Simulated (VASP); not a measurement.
Shape and ions are relaxed at each volume.

Energy against volume of AlN (wurtzite). The numbers are results of TPSS meta-GGA, VASP's PBE PAW potentials (set 64) (plane waves; VASP 6.6.1), not measurements.

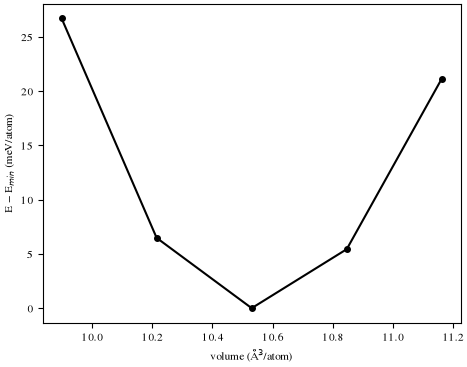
Energy against volume

Estimate the equilibrium volume and the bulk modulus.

The minimum lies near 10.5 Å³/atom, and the curvature gives B0 of about 200 GPa.

Measured: bulk modulus 208 GPa (computed value off by -3.7 %), as given by J. Phys. Chem. B 108, 11506, doi 10.1021/jp048396e, abstract (bulk AlN value quoted). The calculation is for a static lattice, while the measured bulk modulus holds thermal and zero-point effects, which are part of the difference.

The compound is AlN in the wurtzite structure. It was relaxed first.
